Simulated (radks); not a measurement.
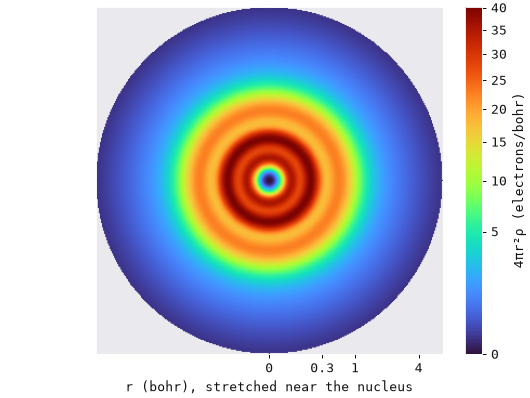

Fig. 1: The radial density 4πr²ρ as a disc about the nucleus, with the radius drawn as r to the power 0.4. There are 3 maxima, at r = 0.0363, 0.165 and 0.598 bohr, parted by minima at 0.0783 and 0.376 bohr, inside which lie 2.1 and 10.8 electrons. The configuration has 4 principal shells, so not every shell has a maximum of its own.

## Cu (charge -0.5): atomic calculation

- system: Cu with charge -0.5 in the configuration [Ar] 3d10 4s1.5.
- method: Dirac Kohn-Sham, PBE, spin-unpolarised, spherical densities, point nucleus (the in-house radial solver radks)

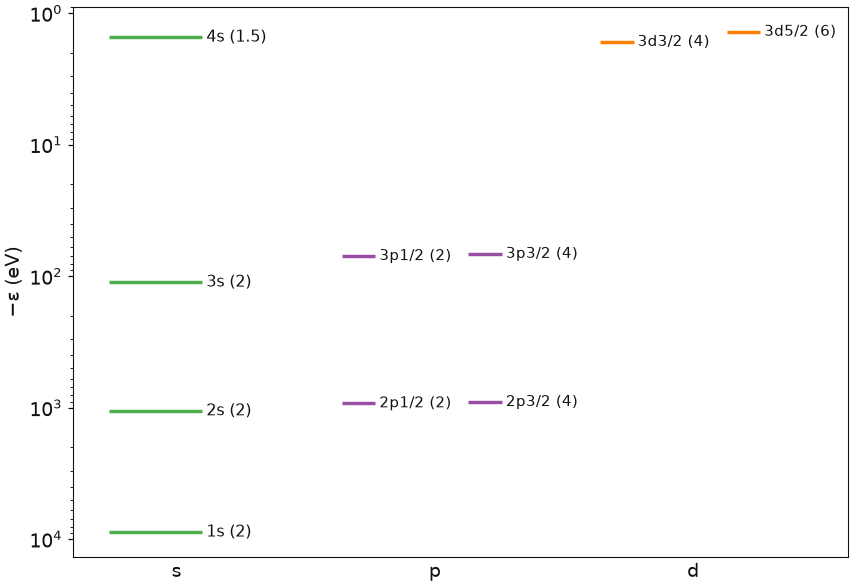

Fig. 2: All occupied levels, on a logarithmic scale of binding energy, are drawn by angular momentum (occupations in brackets, the lower j at the left of each column). The highest occupied level is 3d5/2 at −1.39 eV. The highest 5 occupied levels, from the top down, are 3d5/2 (−1.39 eV), 4s (−1.52 eV), 3d3/2 (−1.66 eV), 3p3/2 (−67.7 eV), 3p1/2 (−70.3 eV). Spin-orbit splittings: 3d 0.269 eV, 3p 2.58 eV, 2p 20.5 eV. The open 4s shell lies under a filled one.

These pictures come from the run below.

## The input
```
Z 29
configuration [Ar] 3d10 4s1.5
relativity Dirac
functional pbe,pbe
spin unpolarised
j_filling average
nucleus point
c 137.035999084
```

Energies in input and log are in hartree, lengths in bohr.

## Output
```
1s1/2   1   2.0000        -325.06222763
2s1/2   1   2.0000         -38.90554752
2p1/2   1   2.0000         -34.06476818
2p3/2   1   4.0000         -33.31157739
3s1/2   1   2.0000          -4.08478923
3p1/2   1   2.0000          -2.58454749
3p3/2   1   4.0000          -2.48958754
3d3/2   1   4.0000          -0.06083499
3d5/2   1   6.0000          -0.05094712
4s1/2   1   1.5000          -0.05598254
Etot -1654.9573043192681
Ekin 1683.643165710542
Encl -3992.913136252754
Eh 721.9663237900718
Exc -67.65365756712794
err 2.053414608477088e-09
it 15
```

## Orbitals

```tsv
orbital	occupation	energy (eV)	⟨r⟩ (bohr)	outer maximum (bohr)
1s	2	−8845.4	0.05213	0.0341
2s	2	−1058.7	0.2350	0.197
2p1/2	2	−926.950	0.2041	0.156
2p3/2	4	−906.454	0.2075	0.159
3s	2	−111.153	0.7115	0.613
3p1/2	2	−70.329	0.7417	0.614
3p3/2	4	−67.745	0.7524	0.622
3d3/2	4	−1.655	1.055	0.600
4s	1.5	−1.523	3.210	2.35
3d5/2	6	−1.386	1.071	0.604
```

## Key numbers

| quantity | value |
| --- | --- |
| outcome | converged |
| total energy | −1654.9573 hartree |
| kinetic energy | 1683.6432 hartree |
| electron–nucleus energy | −3992.9131 hartree |
| Hartree energy | 721.966324 hartree |
| exchange–correlation energy | −67.653658 hartree |
| radius at density 0.001 e/bohr³ | 4.44 bohr |
| SCF iterations | 15 |
| hardware | 1 CPU thread, shared host |
